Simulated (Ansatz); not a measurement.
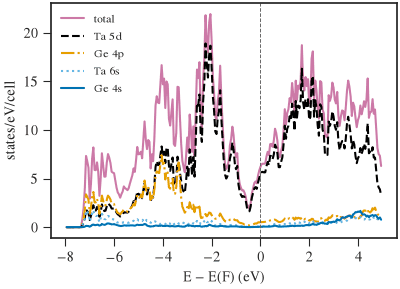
Figure. Total and projected density of states of Ta₅Ge₃ in space group I4/mcm (No. 140; Ta on 16l, Ta on 4c, Ge on 8h, Ge on 4a), DFT-r²SCAN in the program Ansatz with PAW potentials

### Question
Which orbitals carry the states next to the Fermi level?

### Answer
Within 0.5 eV of the Fermi level: Ta 5d 87 %, Ge 4p 8 %. Projections are on Löwdin-orthogonalised atomic valence shells; empty p or d shells of many metals are not among them.

### Question
Where is the tallest occupied peak in this window, and what makes it?

### Answer
Near -2.1 eV, about 22 states/eV per cell; the largest projected share is Ta 5d.

The workflow started from a Materials Project entry (that database holds measured and hypothetical structures alike); the Crystallography Open Database copy checked does not list it. Its standing as an ambient phase is unchecked. The r²SCAN relaxation kept the symmetry of its start; whether a distortion lowers the energy is not shown. No spin polarisation was allowed. Scalar-relativistic: spin–orbit coupling is off unless named, which matters more the heavier the elements.

Potentials: the later of the program's two PAW sets.
